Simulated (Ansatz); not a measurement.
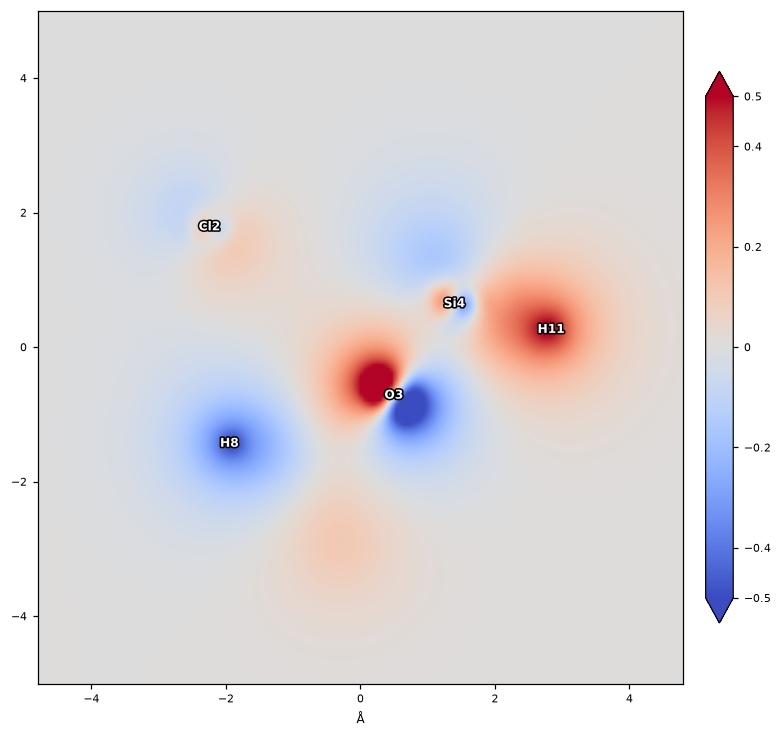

The picture shows: H6OSi2···HCl. The HOMO on the plane of atoms O3, Si4 and H11 (values in Å⁻³ᐟ²; the overall sign is arbitrary).

The product side of a reaction path; geometry: PBE0-D4/def2-TZVP.

These are results of RKS PBE0-D4/def2-TZVPP (Ansatz), not measurements.

```xyz
11

Si   -1.0230    0.8820   -0.8404
Cl    1.9977    1.5494    1.4177
O    -0.2802   -0.5511   -0.6385
Si    0.2656   -1.7000    0.3952
H    -1.9239    0.8071   -2.0151
H    -1.7902    1.2614    0.3735
H     1.4821    1.9700    0.3204
H    -0.0010    1.9389   -1.1013
H     1.7423   -1.7854    0.3009
H    -0.1377   -1.3717    1.7864
H    -0.3317   -3.0008    0.0012
```

> Where does this orbital lie, and at what energy?

It lies mainly on O3 (about 25 %), Si4 (about 20 %), H11 (about 15 %), H9 (about 10 %), Si1 (about 10 %) and H8 (about 10 %). Its energy is −8.79 eV.
